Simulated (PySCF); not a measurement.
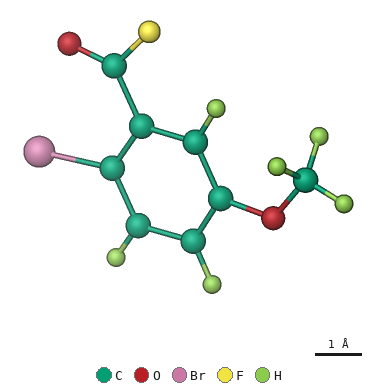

Starting structure of C8H6BrFO2. The picture is a ball-and-stick view, seen at a tilt.

The start comes from GFN2-xTB. Its atoms were then displaced at random by about 0.01 Å.

These are results of PBE0-D3(BJ)/def2-SVP geometry optimisation, gas phase in PySCF, not measurements.

```xyz
18

C     2.8144    0.9209   -0.1955
O     2.2318   -0.3549   -0.2294
C     0.8755   -0.4882   -0.2765
C     0.4435   -1.7985   -0.2826
C    -0.9446   -2.0560   -0.3311
C    -1.8554   -0.9937   -0.3555
Br   -3.6808   -1.4329   -0.4181
C    -1.3740    0.3259   -0.3455
C    -2.3233    1.4548   -0.3506
O    -3.5057    1.4637   -0.3953
F    -1.6655    2.6476   -0.3418
C    -0.0057    0.5648   -0.2905
H     2.5111    1.5212   -1.1107
H     3.8549    0.8024   -0.1523
H     2.4647    1.4909    0.6853
H     1.1206   -2.5968   -0.2473
H    -1.3061   -3.0527   -0.3305
H     0.3168    1.5933   -0.2824
```

Question: Where does the relaxation end?

Answer: The atom that moves furthest after the best rigid fit is O10 (0.066 Å). Largest moves by element: O 0.066 Å, F 0.062 Å, C 0.055 Å, Br 0.046 Å, H 0.045 Å. Near-neighbour distances that change, for instance: C1–H14 1.048 → 1.097 Å, C4–H16 1.047 → 1.092 Å, C1–H13 1.136 → 1.104 Å, C5–H17 1.060 → 1.091 Å. Bond angles that change, for instance: C4–C3–C12 121.8° → 118.9°, C6–C8–C9 119.9° → 122.8°, O2–C3–C4 113.9° → 116.7°. After 10 geometry steps the energy has fallen by 21.5 kJ/mol. Cost: 6.1 min on 1 thread of Arm Neoverse V1, on a shared host.

History of the run:

```csv
step,"E − E(0), kJ/mol"
0,0.00
1,-18.82
2,-17.36
3,-20.93
4,-20.67
5,-21.46
6,-21.49
7,-21.55
8,-21.54
9,-21.53
10,-21.53
```

The structure at the end:

```xyz
18

C     2.7677    0.9490   -0.2023
O     2.2357   -0.3487   -0.2184
C     0.9018   -0.4994   -0.2620
C     0.4172   -1.8151   -0.2813
C    -0.9443   -2.0581   -0.3268
C    -1.8663   -1.0054   -0.3541
Br   -3.6844   -1.4789   -0.4132
C    -1.3954    0.3182   -0.3343
C    -2.3004    1.4919   -0.3633
O    -3.4821    1.5230   -0.4122
F    -1.6051    2.6481   -0.3275
C    -0.0092    0.5533   -0.2881
H     2.4914    1.5149   -1.1090
H     3.8588    0.8399   -0.1705
H     2.4378    1.5145    0.6865
H     1.1349   -2.6374   -0.2600
H    -1.3147   -3.0844   -0.3414
H     0.3291    1.5864   -0.2729
```

The end point in the same view:

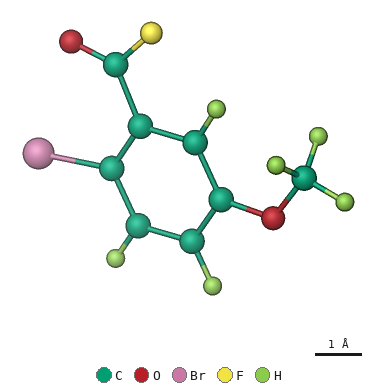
